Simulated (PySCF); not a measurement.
```yaml
atoms:
  - { symbol: O, position_ang: [1.6722, 1.9785, -0.1019] }
  - { symbol: S, position_ang: [1.6242, 0.4757, -0.0398] }
  - { symbol: C, position_ang: [2.5985, -0.0311, -1.5191] }
  - { symbol: F, position_ang: [2.4428, -1.3513, -1.7918] }
  - { symbol: C, position_ang: [0.0004, -0.0266, -0.7100] }
  - { symbol: C, position_ang: [-1.0707, 0.4058, 0.2460] }
  - { symbol: C, position_ang: [-1.3846, -0.4330, 1.4516] }
  - { symbol: C, position_ang: [-2.3640, -0.3518, 0.3202] }
  - { symbol: H, position_ang: [3.6503, 0.2018, -1.2892] }
  - { symbol: H, position_ang: [2.2387, 0.6013, -2.3486] }
  - { symbol: H, position_ang: [0.0295, -1.1190, -0.8517] }
  - { symbol: H, position_ang: [-0.0990, 0.4693, -1.6901] }
  - { symbol: H, position_ang: [-1.1224, 1.4915, 0.3760] }
  - { symbol: H, position_ang: [-0.8274, -1.3656, 1.5815] }
  - { symbol: H, position_ang: [-1.6203, 0.0795, 2.3873] }
  - { symbol: H, position_ang: [-2.4779, -1.2282, -0.3244] }
  - { symbol: H, position_ang: [-3.2840, 0.2203, 0.4636] }
```

Geometry: PBE0-D3(BJ)/def2-SVP.

Theory: CAM-B3LYP/def2-SVPD, SCF density, gas phase in PySCF.

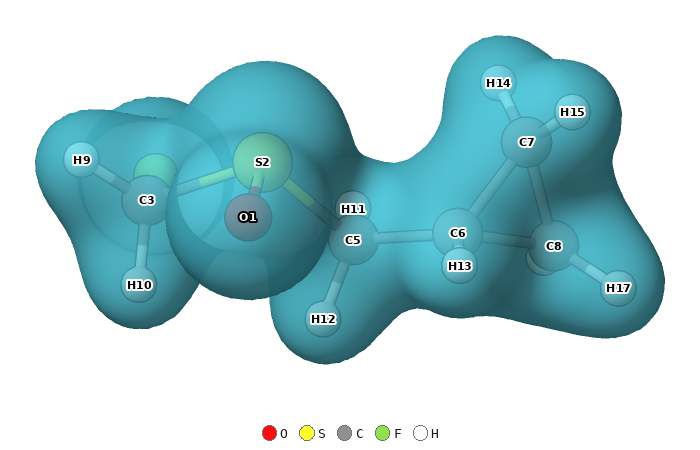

C$_{5}$H$_{9}$FOS. Isosurface of the total electron density at 0.2 e/Å³ (cyan), seen from one side.

Q: How is the density connected at this value?

A: At this value the surface is in one piece. It bridges the sampled C–F (1.36 Å), C–C (1.50 Å), S–O (1.50 Å) and C–S (1.83 Å) contacts, where the density stays above the isovalue. On the grid the lowest density along these lines, outside the cores, is 1.7 e/Å³ (C–F, 1.36 Å), 1.6 e/Å³ (C–C, 1.50 Å), 1.8 e/Å³ (S–O, 1.50 Å) and 1.3 e/Å³ (C–S, 1.83 Å).
